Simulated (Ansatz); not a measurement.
Run report: TiNH4Cl3O, geometry relaxation (part 2 of 2)

TiNH4Cl3O; RKS PBE0/def2-SVP (Ansatz 0.2.0). The input holds or restrains some coordinates. It belongs to a series of runs on one base structure; here: pulled along the bonds that form and break, towards end B.

Geometry of the input (Å):
```
Ti 0.0000  0.0000  0.0000
N  0.0000  0.0000  2.4100
H  -0.8770  -0.2713  2.9400
H  0.8770  0.2713  2.9400
Cl 2.2349  0.0000  -0.7892
Cl -1.1163  1.9339  -0.7892
Cl -1.1163  -1.9339  -0.7892
O  1.1587  -1.7595  0.7000
H  0.5923  -2.5915  0.6155
H  0.7357  -1.1172  1.9025
```

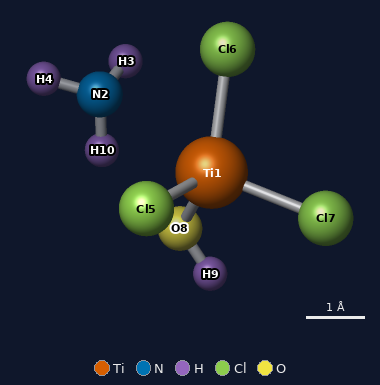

The geometry at step 12 of the log (ball-and-stick view, seen at a tilt; atoms are numbered from 1 in the order of the input).

Trajectory as extended XYZ, continued
```
10
Properties=species:S:1:pos:R:3:forces:R:3 step=5 energy=-64251.40323
Ti    0.2045   -0.2731   -0.4909    0.7192  -1.3013   2.1934
N     0.0824   -0.1955    2.6912    2.0313  -0.9294  -2.1479
H    -0.8477   -0.2502    3.0551   -0.1092   0.4200   0.8104
H     0.8491    0.4254    2.9738   -1.2500   0.1383   0.4856
Cl    2.2441    0.1931   -1.0169    0.1891   0.7076  -0.9244
Cl   -0.9838    1.7074   -0.7263    0.6532  -1.1377   0.3487
Cl   -1.2393   -1.8481   -1.0010   -0.4869   0.2222  -0.7622
O     1.0932   -1.6836    0.4439   -1.0680   0.8985   0.0239
H     0.5444   -2.4407    0.7145    0.1006   0.3319  -0.2503
H     0.5421   -1.1031    2.4969   -0.7794   0.6499   0.2230
10
Properties=species:S:1:pos:R:3:forces:R:3 step=6 energy=-64252.04967
Ti    0.2538   -0.3370   -0.5007    0.8020  -1.2053   1.6719
N     0.0816   -0.1744    2.7126    0.4055  -1.9722  -1.8884
H    -0.8369   -0.2101    3.1418    0.4386   0.3303   0.4235
H     0.7982    0.4572    3.0165   -0.1658   0.5595   0.6726
Cl    2.2326    0.2550   -1.2010   -0.2131   0.1904  -0.5907
Cl   -0.9156    1.5832   -0.6438    0.3064  -0.5304   0.3596
Cl   -1.2642   -1.8038   -1.1703    0.1153   0.2580  -0.4664
O     1.0876   -1.6735    0.5047   -1.0857   0.7938  -0.3986
H     0.5310   -2.4458    0.7048    0.1742   0.2353  -0.1060
H     0.5209   -1.1189    2.5758   -0.7774   1.3407   0.3226
10
Properties=species:S:1:pos:R:3:forces:R:3 step=7 energy=-64252.45740
Ti    0.2973   -0.3789   -0.5112    0.8180  -1.3352   1.3199
N     0.0631   -0.1505    2.7082    0.5089  -0.8252  -1.1718
H    -0.8101   -0.1981    3.2184    0.1424   0.2052   0.3440
H     0.7555    0.4955    3.0798   -0.3536  -0.0438   0.2893
Cl    2.1981    0.2740   -1.3925   -0.4227  -0.1337  -0.2616
Cl   -0.8648    1.5029   -0.5235    0.1013  -0.1699   0.3492
Cl   -1.2209   -1.7712   -1.3375    0.3894   0.2970  -0.2512
O     1.0675   -1.6868    0.5695   -0.9791   0.9789  -0.7891
H     0.5078   -2.4669    0.7150    0.1694   0.1258  -0.0431
H     0.4955   -1.0883    2.6143   -0.3740   0.9008   0.2144
10
Properties=species:S:1:pos:R:3:forces:R:3 step=8 energy=-64252.70871
Ti    0.3183   -0.4066   -0.5282    0.7609  -1.3681   1.2674
N     0.0456   -0.1157    2.6969    0.2096  -0.7361  -0.3963
H    -0.7908   -0.1702    3.2774    0.1359   0.0684   0.0350
H     0.7080    0.5217    3.1368   -0.0804  -0.0851   0.0735
Cl    2.1410    0.2256   -1.5560   -0.3390  -0.1360  -0.1292
Cl   -0.8350    1.4557   -0.3643    0.0685  -0.0975   0.2377
Cl   -1.1331   -1.7455   -1.5051    0.3349   0.2480  -0.1371
O     1.0458   -1.6888    0.6117   -0.9024   1.1010  -1.0582
H     0.5052   -2.4867    0.7155    0.1387   0.0461  -0.0210
H     0.4840   -1.0578    2.6558   -0.3267   0.9594   0.1281
10
Properties=species:S:1:pos:R:3:forces:R:3 step=9 energy=-64252.86198
Ti    0.3343   -0.4486   -0.5183    0.5763  -1.1460   1.1658
N     0.0168   -0.0540    2.6991    0.1980  -0.5909   0.1441
H    -0.7842   -0.1494    3.3297    0.0940   0.0194  -0.1598
H     0.6677    0.5629    3.1868   -0.0013   0.0114  -0.0582
Cl    2.0545    0.1709   -1.6882   -0.0926  -0.0682  -0.0429
Cl   -0.7939    1.4008   -0.1911    0.0608  -0.1007   0.0673
Cl   -1.0388   -1.6906   -1.6722    0.1552   0.1002  -0.0282
O     1.0237   -1.7233    0.6492   -0.9253   1.0131  -1.1209
H     0.5286   -2.5581    0.6860    0.2138   0.1191  -0.0128
H     0.4804   -0.9788    2.6595   -0.2790   0.6424   0.0455
10
Properties=species:S:1:pos:R:3:forces:R:3 step=10 energy=-64252.91333
Ti    0.3140   -0.4667   -0.4963    0.3892  -1.2771   1.2697
N     0.0508   -0.0045    2.7189    0.4123  -0.7026  -0.0427
H    -0.7624   -0.0945    3.3278   -0.0002   0.0483  -0.0451
H     0.6934    0.6278    3.1927   -0.0028   0.0557   0.0515
Cl    2.0440    0.1716   -1.6340    0.0320  -0.0205  -0.0091
Cl   -0.8545    1.3398   -0.1272    0.0046  -0.0263   0.0040
Cl   -0.9632   -1.6644   -1.7895    0.0881   0.0547  -0.0149
O     0.9011   -1.7740    0.6927   -0.8530   0.8441  -1.2473
H     0.5494   -2.6728    0.5533    0.2666   0.3553   0.0380
H     0.5164   -0.9306    2.7019   -0.3369   0.6683  -0.0042
10
Properties=species:S:1:pos:R:3:forces:R:3 step=11 energy=-64252.95885
Ti    0.2575   -0.4983   -0.4674    0.4036  -1.3184   1.1640
N     0.1255    0.0691    2.7436    0.3467  -0.7922  -0.0170
H    -0.7634   -0.0092    3.2491    0.2735   0.0930  -0.1389
H     0.7443    0.6583    3.3037   -0.1484  -0.0494  -0.0191
Cl    2.0220    0.1507   -1.5527    0.0206  -0.0203   0.0882
Cl   -0.9292    1.2870   -0.0875   -0.0742  -0.0188  -0.0160
Cl   -0.9088   -1.6469   -1.9128    0.0956   0.0839   0.1241
O     0.7610   -1.8356    0.7324   -0.8252   0.1986  -1.6067
H     0.6350   -2.7623    0.4005    0.2506   1.0952   0.3966
H     0.5451   -0.8808    2.7314   -0.3427   0.7283   0.0249
10
Properties=species:S:1:pos:R:3:forces:R:3 step=12 energy=-64253.04781
Ti    0.2134   -0.5173   -0.4617    0.3997  -1.1712   1.3372
N     0.2136    0.1010    2.7354    0.3173  -0.7823  -0.2127
H    -0.6947    0.0726    3.2028    0.1404   0.0603  -0.0754
H     0.8402    0.6495    3.3232   -0.0609  -0.0115   0.0038
Cl    2.0500    0.2028   -1.3713   -0.0126  -0.0066   0.0821
Cl   -1.1000    1.1850   -0.1075   -0.0556  -0.0561   0.0144
Cl   -0.8015   -1.6484   -2.0178    0.0510   0.0034   0.0155
O     0.6237   -1.8758    0.7454   -0.5800   1.2899  -1.2598
H     0.5720   -2.7655    0.3691    0.0729  -0.0480   0.0519
H     0.5723   -0.8723    2.7229   -0.2724   0.7221   0.0430
10
Properties=species:S:1:pos:R:3:forces:R:3 step=13 energy=-64253.09136
Ti    0.1762   -0.5190   -0.4707    0.2704  -1.3082   1.5495
N     0.3158    0.1237    2.7184    0.0836  -0.8827  -0.1649
H    -0.6344    0.1675    3.1040    0.3343   0.0361  -0.1075
H     0.9280    0.6332    3.3558   -0.0800  -0.0302  -0.0323
Cl    2.0760    0.2568   -1.2120   -0.1688  -0.0428   0.1084
Cl   -1.2646    1.0811   -0.0921    0.0672  -0.1525  -0.0387
Cl   -0.6972   -1.6626   -2.1146    0.1277   0.1213   0.0935
O     0.4688   -1.8911    0.7624   -0.3463   0.7573  -1.7706
H     0.5235   -2.7791    0.3458   -0.0352   0.5936   0.3612
H     0.5971   -0.8787    2.7434   -0.2529   0.9082   0.0013
10
Properties=species:S:1:pos:R:3:forces:R:3 step=14 energy=-64253.14632
Ti    0.1325   -0.5502   -0.4528    0.4013  -1.2364   1.3638
N     0.3948    0.1776    2.7068    0.1662  -1.0397  -0.2960
H    -0.5516    0.2815    3.0781    0.1555   0.0302  -0.0265
H     1.0364    0.6013    3.3810   -0.1209  -0.0885  -0.1518
Cl    2.0518    0.3263   -1.0325   -0.2718  -0.0942   0.1337
Cl   -1.4105    0.9553   -0.0924    0.0800  -0.1728  -0.0078
Cl   -0.5479   -1.6407   -2.2250    0.1054   0.1365   0.2170
O     0.3670   -1.9510    0.7581   -0.3497   1.5799  -1.3988
H     0.4300   -2.8191    0.3393    0.0014  -0.1477   0.0519
H     0.5864   -0.8492    2.6797   -0.1674   1.0328   0.1144
10
Properties=species:S:1:pos:R:3:forces:R:3 step=15 energy=-64253.22699
Ti    0.1142   -0.5613   -0.4690    0.2985  -1.2845   1.6019
N     0.4421    0.1759    2.6743    0.0479  -0.8095  -0.4160
H    -0.4688    0.3540    3.0943    0.0381   0.0199   0.0098
H     1.1477    0.5722    3.2924   -0.0102  -0.0240  -0.0289
Cl    2.0094    0.4252   -0.8639   -0.0204   0.0022   0.0299
Cl   -1.5171    0.8249   -0.1093   -0.0841   0.0150  -0.0021
Cl   -0.3952   -1.5999   -2.3115    0.0260   0.0122   0.0499
O     0.2781   -1.9470    0.7506   -0.2055   1.2341  -1.3502
H     0.3124   -2.8581    0.4270   -0.0174   0.0387   0.0196
H     0.5663   -0.8542    2.6555   -0.0729   0.7959   0.0861
10
Properties=species:S:1:pos:R:3:forces:R:3 step=16 energy=-64253.24088
Ti    0.1021   -0.5646   -0.4681    0.1694  -1.3194   1.7361
N     0.4640    0.1918    2.6656   -0.0465  -0.7958  -0.4640
H    -0.3736    0.4527    3.1821    0.0049   0.0020  -0.0027
H     1.2659    0.5104    3.2048    0.0215  -0.0016  -0.0185
Cl    1.9716    0.5101   -0.7342   -0.0077   0.0015   0.0100
Cl   -1.6256    0.7209   -0.1640    0.0028  -0.0120  -0.0136
Cl   -0.2539   -1.5985   -2.3436    0.0071  -0.0017  -0.0119
O     0.2225   -1.9672    0.7425   -0.1259   1.3740  -1.3348
H     0.2224   -2.8797    0.4243   -0.0132   0.0078  -0.0051
H     0.4935   -0.8440    2.6311   -0.0124   0.7453   0.1046
10
Properties=species:S:1:pos:R:3:forces:R:3 step=17 energy=-64253.20930 accepted=F
Ti    0.0901   -0.5738   -0.4648    0.1040  -1.2433   1.6715
N     0.4490    0.2001    2.6640    0.0921  -0.4172   0.3776
H    -0.2774    0.5348    3.3308    0.7021  -0.3365  -0.6147
H     1.3788    0.4590    3.0569   -0.9160  -0.2911  -0.3389
Cl    1.9336    0.5774   -0.6326   -0.0935  -0.0611   0.0224
Cl   -1.7046    0.6454   -0.2286    0.1352  -0.0974  -0.0318
Cl   -0.1256   -1.5893   -2.3786   -0.0012   0.0371   0.1038
O     0.1926   -1.9847    0.7416   -0.1086   1.4560  -1.3591
H     0.1569   -2.8963    0.4240   -0.0017  -0.0096  -0.0099
H     0.3955   -0.8407    2.6278    0.0876   0.9631   0.1792
10
Properties=species:S:1:pos:R:3:forces:R:3 step=18 energy=-64253.24381
Ti    0.0899   -0.5669   -0.4650    0.1801  -1.2951   1.6954
N     0.4690    0.1956    2.6642   -0.0571  -0.6728  -0.2613
H    -0.3174    0.4858    3.2510    0.1827  -0.0733  -0.1321
H     1.3283    0.4856    3.1375   -0.1900  -0.0686  -0.1196
Cl    1.9451    0.5522   -0.6563   -0.0368  -0.0170  -0.0073
Cl   -1.6807    0.6760   -0.2259    0.0376  -0.0274   0.0123
Cl   -0.1820   -1.5967   -2.3588    0.0167   0.0072   0.0174
O     0.2030   -1.9728    0.7422   -0.1391   1.3484  -1.3353
H     0.1700   -2.8863    0.4263   -0.0055   0.0458   0.0067
H     0.4639   -0.8408    2.6252    0.0113   0.7528   0.1238
10
Properties=species:S:1:pos:R:3:forces:R:3 step=19 energy=-64253.24341
Ti    0.0957   -0.5680   -0.4661    0.1405  -1.3129   1.6924
N     0.4472    0.1999    2.6657   -0.0214  -0.7632  -0.3632
H    -0.3030    0.4835    3.2972    0.0921  -0.0267  -0.0969
H     1.3302    0.4905    3.0876   -0.1183  -0.0543  -0.0545
Cl    1.9478    0.5552   -0.6656   -0.0282  -0.0109   0.0261
Cl   -1.6740    0.6697   -0.2013    0.0344  -0.0348  -0.0404
Cl   -0.1537   -1.5997   -2.3636   -0.0178   0.0255   0.0388
O     0.2011   -1.9755    0.7400   -0.1084   1.4196  -1.3159
H     0.1544   -2.8869    0.4238    0.0008  -0.0163  -0.0131
H     0.4434   -0.8369    2.6226    0.0262   0.7739   0.1266
```

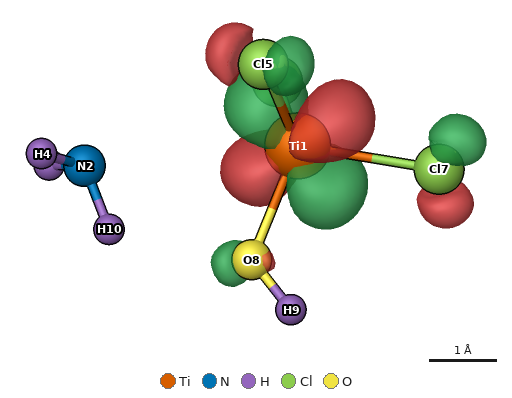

The LUMO at ±0.15 Å⁻³ᐟ² (green and red are the two phases), seen face on. It lies mainly on Ti1 (75 %), Cl7 (10 %) and Cl5 (10 %). Its energy is −3.18 eV.

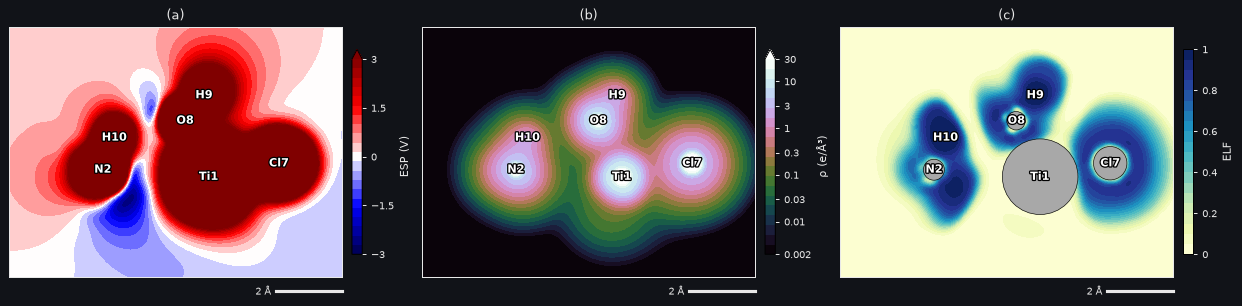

(a) electrostatic potential; (b) electron density; (c) ELF on the plane of atoms Ti1, O8 and H9. Grey discs, where drawn, cover atomic cores. Atoms in the plane: Ti, N, Cl, O and H. Ti1···N2 (3.24 Å): ρ is about 0.06 e/Å³ halfway; the ELF is only about 0 between them.

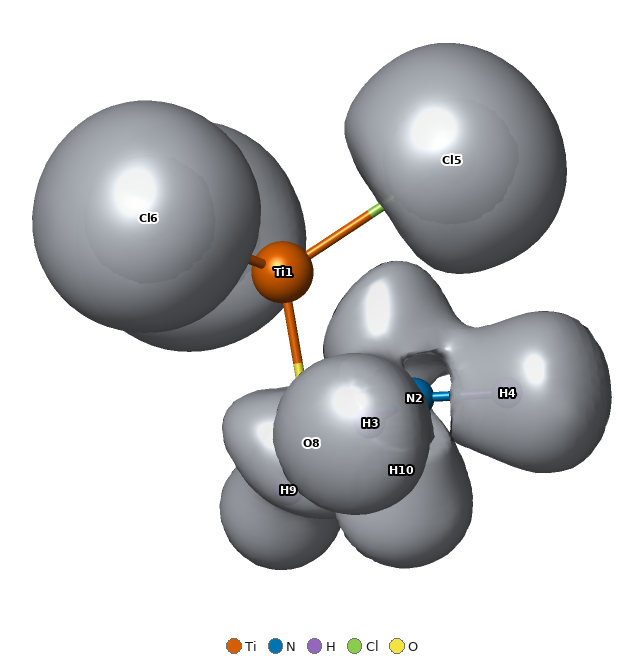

Isosurface of the electron localisation function at 0.75 (grey), seen at an oblique angle. Only the valence region is drawn (cores and ρ < 0.01 e/Å³ removed). Along the contacts the grid gives the following. Ti1···N2 (3.24 Å): the ELF is only about 0 between them. Ti–O (1.86 Å): the ELF peaks at about 0.85 in the valence shell of O, 0.6 Å from its nucleus, and is about 0.25 at the midpoint.

Results in brief

```csv
quantity,value
outcome,converged under the restraints of the input
total energy,−64253.2435 eV
mean-field energy,−64253.2435 eV
"largest force (length of the vector) at the end, held atoms and coordinates included",2.147 eV/Å
hardware,"4 threads of Arm Neoverse V1, 24 GiB of memory available, shared host"
wall time,75 s (CPU time 4.7 min)
peak memory,0.41 GiB
```
